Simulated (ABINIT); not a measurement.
# CdH2 (Fm-3m): zone-centre phonons

Aim: the zone-centre modes of CdH2 (Fm-3m).

Calculated with ABINIT 10.8.3; DFT LDA, scalar-relativistic, plane waves, PseudoDojo norm-conserving pseudopotentials.

The structure was built from a prototype and need not be the compound's stable phase.

## (1) Starting point

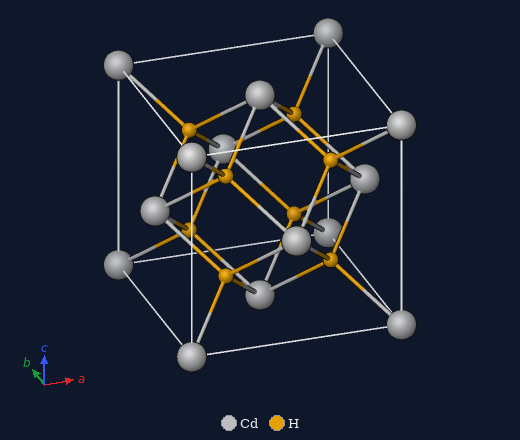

The cell as given, from a free direction (cadmium light grey, hydrogen orange). This picture shows the conventional cell, with its axes. Some periodic images of atoms are drawn too.

## (2) A probe with smearing

A first run with smearing and empty bands tells whether the crystal has a gap, which decides between fixed occupations and smearing later on.

Input file probe.abi:

```
# ground state
tolvrs 1.0d-08
prtden 1
prtwf 1

# basis, mesh and filling
ecut 47.0
ngkpt 6 6 6
nshiftk 1
shiftk 0.0 0.0 0.0
istwfk *1
occopt 7
tsmear 0.005
nband 18
nstep 100
diemac 9.0
prtebands 0
prtgsr 0

# cell and atoms
acell 7.469437676 7.469437676 7.469437676
rprim 
    0.0 0.7071067812 0.7071067812
    0.7071067812 0.0 0.7071067812
    0.7071067812 0.7071067812 0.0
ntypat 2
znucl 48 1
natom 3
typat 1 2 2
xred 
    0.0 0.0 0.0
    0.25 0.25 0.25
    0.75 0.75 0.75
pp_dirpath "./pseudo"
pseudos "Cd.upf, H.upf"
```

Command:

```
$ OMP_NUM_THREADS=1 mpirun -n 4 abinit probe.abi > probe.log
```

Numbers of over 12 decimals in the logs are rounded to 6 here.

probe.abo, the main output file:

```text
[banners, grids, parts of the stress and lines that vanish by symmetry left out]
- input  file    -> probe.abi
- output file    -> probe.abo
- root for input  files -> probei
[...]
Symmetries : space group Fm -3 m (#225); Bravais cF (face-center cubic)
[...]
mpw =        4573          nfft =      110592          nkpt =          16
[...]
== DATASET  1 ==================================================================
[...]
cutoff_energies: {ecut:  47.0, pawecutdg:  -1.0, }
[...]
ETOT  1  -174.30826199822    -1.743E+02 7.601E+00 4.158E+03
 ETOT  2  -175.31271586055    -1.004E+00 1.075E-01 8.132E+03
 ETOT  3  -176.23481889744    -9.221E-01 8.198E-02 9.761E+02
 ETOT  4  -176.32568905016    -9.087E-02 6.963E-03 2.018E+02
 ETOT  5  -176.34486749579    -1.918E-02 2.193E-03 4.935E+01
[...]
ETOT 10  -176.35102294836    -5.014E-07 5.815E-05 1.391E-07
 ETOT 11  -176.35102294853    -1.671E-10 1.164E-04 6.022E-09
 At SCF step   11       vres2   =  6.02E-09 < tolvrs=  1.00E-08 =>converged.
[...]
sigma(1 1)=  4.32868813E-04  sigma(3 2)=  0.00000000E+00
  sigma(2 2)=  4.32868813E-04  sigma(3 1)=  0.00000000E+00
  sigma(3 3)=  4.32868813E-04  sigma(2 1)=  0.00000000E+00
[...]
convergence: {deltae: -1.671E-10, res2:  6.022E-09, residm:  1.164E-04, diffor: null, }
etotal    :  -1.76351023E+02
[...]
sigma(1 1)=  4.32868813E-04  sigma(3 2)=  0.00000000E+00
  sigma(2 2)=  4.32868813E-04  sigma(3 1)=  0.00000000E+00
  sigma(3 3)=  4.32868813E-04  sigma(2 1)=  0.00000000E+00
[...]
- sigma(1 1)=  1.27354402E+01  sigma(3 2)=  0.00000000E+00
- sigma(2 2)=  1.27354402E+01  sigma(3 1)=  0.00000000E+00
- sigma(3 3)=  1.27354402E+01  sigma(2 1)=  0.00000000E+00
[...]
fcart     -0.0000000000E+00 -0.0000000000E+00 -0.0000000000E+00
           strten      4.3286881345E-04  4.3286881345E-04  4.3286881345E-04
================================================================================

[key lines of the parts left out:]
pressure_GPa:  -1.2735E+01
```

The job ended after 14 s (4 MPI ranks of Arm Neoverse V1, shared host).

This step gave:

* volume per atom: 14.56 Å³
* pressure: -12.74 GPa
* gap on the k-mesh: 0 eV

No gap opens on this mesh, so smearing is kept; the printed pressure holds the stress of the finite basis too.

## (3) Rough relaxation

The typed start is rough, so a first relaxation with smearing and loose thresholds takes it towards rest cheaply.

Input file prerelax.abi:

```
# relaxation
ionmov 2
optcell 2
dilatmx 1.15
chkdilatmx 0
ntime 40
tolmxf 3.0d-04
tolvrs 1.0d-10
prtwf 0
prtden 0
chksymtnons 0

# basis, mesh and filling
ecut 46.0
ecutsm 3.0
ngkpt 6 6 6
nshiftk 1
shiftk 0.0 0.0 0.0
istwfk *1
occopt 7
tsmear 0.005
nband 18
nstep 100
diemac 1000000.0
prtebands 0
prtgsr 0

# cell and atoms
acell 7.469437676 7.469437676 7.469437676
rprim 
    0.0 0.7071067812 0.7071067812
    0.7071067812 0.0 0.7071067812
    0.7071067812 0.7071067812 0.0
ntypat 2
znucl 48 1
natom 3
typat 1 2 2
xred 
    0.0 0.0 0.0
    0.25 0.25 0.25
    0.75 0.75 0.75
pp_dirpath "./pseudo"
pseudos "Cd.upf, H.upf"
```

Command:

```
$ OMP_NUM_THREADS=1 mpirun -n 4 abinit prerelax.abi > prerelax.log
```

prerelax.abo, the main output file:

```text
[banners, grids, parts of the stress and lines that vanish by symmetry left out]
- input  file    -> prerelax.abi
- output file    -> prerelax.abo
- root for input  files -> prerelaxi
[...]
Symmetries : space group Fm -3 m (#225); Bravais cF (face-center cubic)
[...]
mpw =        6710          nfft =      157464          nkpt =          16
[...]
== DATASET  1 ==================================================================
[...]
cutoff_energies: {ecut:  46.0, pawecutdg:  -1.0, }
[...]
ETOT  1  -174.75515772624    -1.748E+02 5.855E+00 4.203E+03
 ETOT  2  -175.65965014069    -9.045E-01 1.562E-01 7.294E+03
 ETOT  3  -176.28134706883    -6.217E-01 5.528E-02 7.934E+02
 ETOT  4  -176.33917012190    -5.782E-02 3.937E-03 1.229E+02
 ETOT  5  -176.35046301091    -1.129E-02 4.707E-04 1.220E-01
[...]
At SCF step   12       vres2   =  2.12E-11 < tolvrs=  1.00E-10 =>converged.
[...]
ETOT  8  -176.37612197431    -6.480E-12 1.413E-07 2.436E-11
 At SCF step    8       vres2   =  2.44E-11 < tolvrs=  1.00E-10 =>converged.
[...]
sigma(1 1)=  6.74138405E-07  sigma(3 2)=  0.00000000E+00
  sigma(2 2)=  6.74138405E-07  sigma(3 1)=  0.00000000E+00
  sigma(3 3)=  6.74138405E-07  sigma(2 1)=  0.00000000E+00
[...]
convergence: {deltae: -6.480E-12, res2:  2.436E-11, residm:  1.413E-07, diffor: null, }
etotal    :  -1.76376122E+02
[...]
At Broyd/MD step   7, gradients are converged :
[...]
sigma(1 1)=  6.74138405E-07  sigma(3 2)=  0.00000000E+00
  sigma(2 2)=  6.74138405E-07  sigma(3 1)=  0.00000000E+00
  sigma(3 3)=  6.74138405E-07  sigma(2 1)=  0.00000000E+00
[...]
- sigma(1 1)=  1.98338366E-02  sigma(3 2)=  0.00000000E+00
- sigma(2 2)=  1.98338366E-02  sigma(3 1)=  0.00000000E+00
- sigma(3 3)=  1.98338366E-02  sigma(2 1)=  0.00000000E+00
[...]
fcart     -0.0000000000E+00 -0.0000000000E+00 -0.0000000000E+00
           strten      6.7413840457E-07  6.7413840456E-07  6.7413840458E-07
================================================================================

[key lines of the parts left out:]
pressure_GPa:  -1.9834E-02
Total energy (etotal) [Ha]= -1.76376121974309E+02
```

Elapsed: 2.2 min, on 4 MPI ranks; 9 min of CPU time.

The steps of the relaxation:

```tsv
step	energy less that of the first step (eV)	largest force (eV/Å)	volume (Å³)
1	0.0000	0.0000	43.67
2	-0.1235	0.0000	42.04
3	-0.0429	0.0000	23.07
4	-0.6160	0.0000	34.06
5	-0.6890	0.0000	31.54
6	-0.6977	0.0000	30.23
7	-0.6979	0.0000	30.42
```

```tsv
conventional cell, symmetrised	before	after	change
a (Å)	5.590	4.955	-11.4 %
b (Å)	5.590	4.955	-11.4 %
c (Å)	5.590	4.955	-11.4 %
volume (Å³/atom)	14.56	10.14	-30.3 %
```

The relaxed structure:

```xyz
3
Lattice="0.0000 2.4777 2.4777 2.4777 0.0000 2.4777 2.4777 2.4777 0.0000" Properties=species:S:1:pos:R:3 pbc="T T T"
Cd    0.0000    0.0000    0.0000
H     1.2388    1.2388    1.2388
H     3.7165    3.7165    3.7165
```

Numbers from this step:

* volume per atom: 10.14 Å³
* pressure: -0.01983 GPa

The volume changes by -30.3 % in this run and stands -30.3 % from the first cell.

## (4) Rough relaxation

The cell changed much, so the rough relaxation is repeated on a basis made for the new cell.

prerelax.abi, as its differences from that of step 3:

```diff
@@ -28,3 +28,3 @@
 # cell and atoms
-acell 7.469437676 7.469437676 7.469437676
+acell 6.621488327 6.621488327 6.621488327
 rprim
```

prerelax.abo, the main output file:

```text
[banners, grids, parts of the stress and lines that vanish by symmetry left out]
- input  file    -> prerelax.abi
- output file    -> prerelax.abo
- root for input  files -> prerelaxi
[...]
Symmetries : space group Fm -3 m (#225); Bravais cF (face-center cubic)
[...]
mpw =        4720          nfft =      110592          nkpt =          16
[...]
== DATASET  1 ==================================================================
[...]
cutoff_energies: {ecut:  46.0, pawecutdg:  -1.0, }
[...]
ETOT  1  -175.49871358095    -1.755E+02 7.521E+00 1.164E+03
 ETOT  2  -176.15974443807    -6.610E-01 2.321E-01 1.901E+03
 ETOT  3  -176.36368310224    -2.039E-01 2.182E-01 1.132E+02
 ETOT  4  -176.37577087661    -1.209E-02 5.562E-03 2.801E+00
 ETOT  5  -176.37609843032    -3.276E-04 4.342E-04 2.203E-01
[...]
ETOT 10  -176.37612194938    -6.568E-11 3.512E-04 5.711E-10
 ETOT 11  -176.37612194938     5.429E-12 2.738E-04 3.291E-12
 At SCF step   11       vres2   =  3.29E-12 < tolvrs=  1.00E-10 =>converged.
[...]
sigma(1 1)=  6.75022918E-07  sigma(3 2)=  0.00000000E+00
  sigma(2 2)=  6.75022918E-07  sigma(3 1)=  0.00000000E+00
  sigma(3 3)=  6.75022918E-07  sigma(2 1)=  0.00000000E+00
[...]
convergence: {deltae:  5.429E-12, res2:  3.291E-12, residm:  2.738E-04, diffor: null, }
etotal    :  -1.76376122E+02
[...]
At Broyd/MD step   1, gradients are converged :
[...]
sigma(1 1)=  6.75022918E-07  sigma(3 2)=  0.00000000E+00
  sigma(2 2)=  6.75022918E-07  sigma(3 1)=  0.00000000E+00
  sigma(3 3)=  6.75022918E-07  sigma(2 1)=  0.00000000E+00
[...]
- sigma(1 1)=  1.98598599E-02  sigma(3 2)=  0.00000000E+00
- sigma(2 2)=  1.98598599E-02  sigma(3 1)=  0.00000000E+00
- sigma(3 3)=  1.98598599E-02  sigma(2 1)=  0.00000000E+00
[...]
fcart     -0.0000000000E+00 -0.0000000000E+00 -0.0000000000E+00
           strten      6.7502291787E-07  6.7502291787E-07  6.7502291787E-07
================================================================================

[key lines of the parts left out:]
pressure_GPa:  -1.9860E-02
Total energy (etotal) [Ha]= -1.76376121949378E+02
```

Run time: 14 s. Hardware: 4 MPI ranks; 54 s of CPU time.

Little changed from the start: no atom moved by 0.005 Å and no cell edge by 0.1 %.

Read from the output:

| Item | Value |
| --- | --- |
| pressure | -0.01986 GPa |

The volume changes by +0.0 % in this run and stands -30.3 % from the first cell.

## (5) Relaxation

The harmonic expansion needs vanishing forces, and a free crystal bears no stress, so cell and atoms are brought to rest. Stress is more sensitive to the basis than forces are: the last 3 Ha under the cutoff are smoothed with ecutsm, and the cutoff is raised above that of the later runs.

relax.abi, as its differences from prerelax.abi of step 4:

```diff
@@ -3,7 +3,6 @@
 optcell 2
-dilatmx 1.15
-chkdilatmx 0
+dilatmx 1.08
 ntime 40
-tolmxf 3.0d-04
-tolvrs 1.0d-10
+tolmxf 1.0d-05
+tolvrs 1.0d-14
 prtwf 0
@@ -13,5 +12,5 @@
 # basis, mesh and filling
-ecut 46.0
+ecut 57.0
 ecutsm 3.0
-ngkpt 6 6 6
+ngkpt 10 10 10
 nshiftk 1
@@ -20,3 +19,3 @@
 occopt 7
-tsmear 0.005
+tsmear 0.01
 nband 18
```

Command:

```
$ OMP_NUM_THREADS=1 mpirun -n 4 abinit relax.abi > relax.log
```

relax.abo, the main output file:

```text
[banners, grids, parts of the stress and lines that vanish by symmetry left out]
- input  file    -> relax.abi
- output file    -> relax.abo
- root for input  files -> relaxi
[...]
Symmetries : space group Fm -3 m (#225); Bravais cF (face-center cubic)
[...]
mpw =        5346          nfft =      125000          nkpt =          47
[...]
== DATASET  1 ==================================================================
[...]
cutoff_energies: {ecut:  57.0, pawecutdg:  -1.0, }
[...]
ETOT  1  -175.27540717972    -1.753E+02 7.815E+00 1.916E+03
 ETOT  2  -176.04331261745    -7.679E-01 2.388E-01 3.415E+03
 ETOT  3  -176.35138364548    -3.081E-01 1.663E-02 2.749E+02
 ETOT  4  -176.37489403950    -2.351E-02 7.656E-03 1.888E+01
 ETOT  5  -176.37665167648    -1.758E-03 3.054E-03 1.221E+00
[...]
At SCF step   13       vres2   =  1.09E-15 < tolvrs=  1.00E-14 =>converged.
[...]
sigma(1 1)= -1.56457413E-05  sigma(3 2)=  0.00000000E+00
  sigma(2 2)= -1.56457413E-05  sigma(3 1)=  0.00000000E+00
  sigma(3 3)= -1.56457413E-05  sigma(2 1)=  0.00000000E+00
[...]
convergence: {deltae: -1.646E-11, res2:  1.090E-15, residm:  9.273E-05, diffor: null, }
etotal    :  -1.76376768E+02
[...]
ETOT  1  -176.37663175767    -1.764E+02 1.225E-04 2.073E+00
[...]
At SCF step    9       vres2   =  1.48E-16 < tolvrs=  1.00E-14 =>converged.
[...]
sigma(1 1)= -1.20776927E-05  sigma(3 2)=  0.00000000E+00
  sigma(2 2)= -1.20776927E-05  sigma(3 1)=  0.00000000E+00
  sigma(3 3)= -1.20776927E-05  sigma(2 1)=  0.00000000E+00
[...]
convergence: {deltae: -1.029E-11, res2:  1.476E-16, residm:  1.891E-06, diffor: null, }
etotal    :  -1.76376772E+02
[...]
ETOT  1  -176.37510955428    -1.764E+02 5.580E-06 2.442E+01
[...]
ETOT  8  -176.37677798061     4.746E-12 1.141E-05 5.979E-12
 ETOT  9  -176.37677798060     6.935E-12 7.067E-06 3.945E-15
 At SCF step    9       vres2   =  3.94E-15 < tolvrs=  1.00E-14 =>converged.
[...]
sigma(1 1)= -9.49357695E-08  sigma(3 2)=  0.00000000E+00
  sigma(2 2)= -9.49357695E-08  sigma(3 1)=  0.00000000E+00
  sigma(3 3)= -9.49357695E-08  sigma(2 1)=  0.00000000E+00
[...]
convergence: {deltae:  6.935E-12, res2:  3.945E-15, residm:  7.067E-06, diffor: null, }
etotal    :  -1.76376778E+02
[...]
At Broyd/MD step   3, gradients are converged :
[...]
sigma(1 1)= -9.49357695E-08  sigma(3 2)=  0.00000000E+00
  sigma(2 2)= -9.49357695E-08  sigma(3 1)=  0.00000000E+00
  sigma(3 3)= -9.49357695E-08  sigma(2 1)=  0.00000000E+00
[...]
- sigma(1 1)= -2.79310677E-03  sigma(3 2)=  0.00000000E+00
- sigma(2 2)= -2.79310677E-03  sigma(3 1)=  0.00000000E+00
- sigma(3 3)= -2.79310677E-03  sigma(2 1)=  0.00000000E+00
[...]
fcart     -0.0000000000E+00 -0.0000000000E+00 -0.0000000000E+00
           strten     -9.4935769485E-08 -9.4935769489E-08 -9.4935769487E-08
================================================================================

[key lines of the parts left out:]
pressure_GPa:   2.7931E-03
Total energy (etotal) [Ha]= -1.76376777980601E+02
```

It took 2.1 min on 4 MPI ranks; 8.5 min of CPU time.

Step by step:

```tsv
step	energy less that of the first step (eV)	largest force (eV/Å)	volume (Å³)
1	0.0000	0.0000	30.42
2	-0.0001	0.0000	30.46
3	-0.0003	0.0000	30.61
```

```tsv
conventional cell, symmetrised	before	after	change
a (Å)	4.955	4.966	+0.2 %
b (Å)	4.955	4.966	+0.2 %
c (Å)	4.955	4.966	+0.2 %
volume (Å³/atom)	10.14	10.20	+0.6 %
```

The relaxed structure:

```
Cd H
1.0
     0.00000    2.48278    2.48278
     2.48278    0.00000    2.48278
     2.48278    2.48278    0.00000
Cd H
1 2
Direct
  0.00000 0.00000 0.00000
  0.25000 0.25000 0.25000
  0.75000 0.75000 0.75000
```

Numbers from this step:

```
volume per atom : 10.20 Å³
pressure        : 0.002793 GPa
```

The volume changes by +0.6 % in this run and stands -29.9 % from the first cell.

## (6) Ground state

First-order wavefunctions inherit every error of the ground state, hence the very tight tolvrs. Smearing stays on, as the first look found no gap above 0.3 eV.

Input file gs.abi:

```
# ground state
tolvrs 1.0d-16
prtden 1
prtwf 1

# basis, mesh and filling
ecut 47.0
ngkpt 12 12 12
nshiftk 1
shiftk 0.0 0.0 0.0
istwfk *1
occopt 7
tsmear 0.01
nband 18
nstep 100
diemac 1000000.0
prtebands 0
prtgsr 0

# cell and atoms
acell 6.635181824 6.635181824 6.635181824
rprim 
    0.0 0.7071067812 0.7071067812
    0.7071067812 0.0 0.7071067812
    0.7071067812 0.7071067812 0.0
ntypat 2
znucl 48 1
natom 3
typat 1 2 2
xred 
    0.0 0.0 0.0
    0.25 0.25 0.25
    0.75 0.75 0.75
pp_dirpath "./pseudo"
pseudos "Cd.upf, H.upf"
```

Command:

```
$ OMP_NUM_THREADS=1 mpirun -n 4 abinit gs.abi > gs.log
```

gs.abo, the main output file:

```text
[banners, grids, parts of the stress and lines that vanish by symmetry left out]
- input  file    -> gs.abi
- output file    -> gs.abo
- root for input  files -> gsi
[...]
Symmetries : space group Fm -3 m (#225); Bravais cF (face-center cubic)
[...]
mpw =        3218          nfft =       91125          nkpt =          72
[...]
== DATASET  1 ==================================================================
[...]
cutoff_energies: {ecut:  47.0, pawecutdg:  -1.0, }
[...]
ETOT  1  -175.43081706136    -1.754E+02 6.446E+00 1.050E+03
 ETOT  2  -176.13215708096    -7.013E-01 2.529E-01 1.781E+03
 ETOT  3  -176.36086786705    -2.287E-01 5.860E-02 1.193E+02
 ETOT  4  -176.37595788858    -1.509E-02 1.023E-02 4.400E+00
 ETOT  5  -176.37655627277    -5.984E-04 6.734E-03 3.258E-01
[...]
ETOT 12  -176.37660015209     1.705E-11 2.209E-04 3.267E-14
 ETOT 13  -176.37660015211    -1.964E-11 1.061E-04 3.318E-17
 At SCF step   13       vres2   =  3.32E-17 < tolvrs=  1.00E-16 =>converged.
[...]
sigma(1 1)=  2.08376105E-05  sigma(3 2)=  0.00000000E+00
  sigma(2 2)=  2.08376105E-05  sigma(3 1)=  0.00000000E+00
  sigma(3 3)=  2.08376105E-05  sigma(2 1)=  0.00000000E+00
[...]
convergence: {deltae: -1.964E-11, res2:  3.318E-17, residm:  1.061E-04, diffor: null, }
etotal    :  -1.76376600E+02
[...]
sigma(1 1)=  2.08376105E-05  sigma(3 2)=  0.00000000E+00
  sigma(2 2)=  2.08376105E-05  sigma(3 1)=  0.00000000E+00
  sigma(3 3)=  2.08376105E-05  sigma(2 1)=  0.00000000E+00
[...]
- sigma(1 1)=  6.13063667E-01  sigma(3 2)=  0.00000000E+00
- sigma(2 2)=  6.13063667E-01  sigma(3 1)=  0.00000000E+00
- sigma(3 3)=  6.13063667E-01  sigma(2 1)=  0.00000000E+00
[...]
fcart     -0.0000000000E+00 -0.0000000000E+00 -0.0000000000E+00
           strten      2.0837610508E-05  2.0837610508E-05  2.0837610508E-05
================================================================================

[key lines of the parts left out:]
pressure_GPa:  -6.1306E-01
```

Run time: 57 s. Hardware: 4 MPI ranks.

Numbers from this step:

```yaml
pressure: -0.6131 GPa
```

The cell stands at -0.61 GPa: the relaxation ran with a smoothed and higher cutoff and on another k mesh.

[end of part 1 of 3]

[Host names and launcher messages were left out of these logs when they were recorded.]

[Logs are printed without paths, hosts, clocks, repeated set-up lines and the standing remarks that a program may print on its own settings, such as how far it seeks lower states.]

[Hosts, paths, dates, database ids (printed as entryN), source tags and the programs' standing remarks are cut or masked in the printed files.]
